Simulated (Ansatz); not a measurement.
Li₂Rh (space group P-3m1, No. 164): the input geometry of an electronic-structure calculation (not necessarily at equilibrium); the starting structure was generated, so it need not be a known form of this composition.

```
Li Rh
1.0
     2.72255    0.00000    0.00000
    -1.36127    2.35780    0.00000
     0.00000    0.00000    6.88154
Li Rh
2 1
Direct
  0.33333 0.66667 0.30083
  0.66667 0.33333 0.69917
  0.00000 0.00000 0.00000
```

Bonds are taken as Rh–Rh below 3.1 Å; Li is left out of the net, as the electropositive filling of the structure. Simplification: prune 0- and 1-connected atoms, fold 2-connected ones into links.

What net does this leave?

The result is a uninodal 6-connected, two-periodic (layers) net: Rh is a 6-connected node. It is the hxl net, known from the triangular lattice. The layers lie parallel to (001).

```tsv
node	links	point symbol	coordination sequence
Rh	6	3^6.4^6.5^3	6 12 18 24 30 36
```

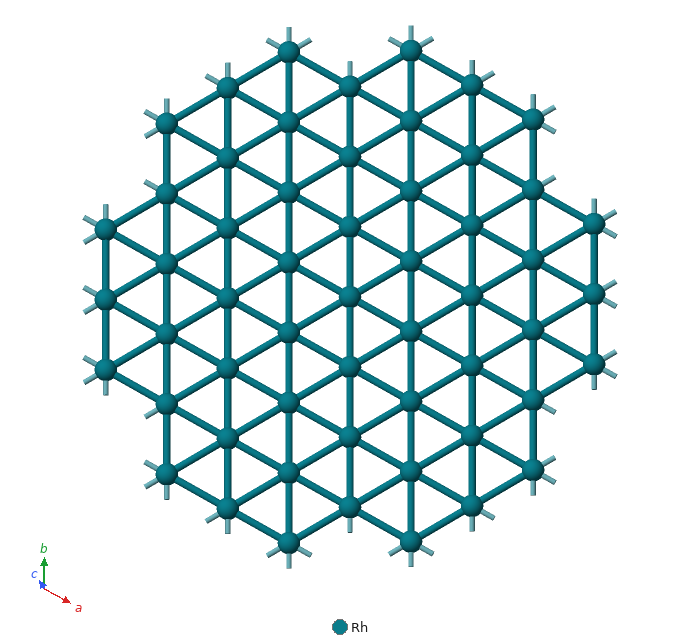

Nodes are coloured by element. One layer is drawn. Edges to nodes outside the piece are drawn as stubs.
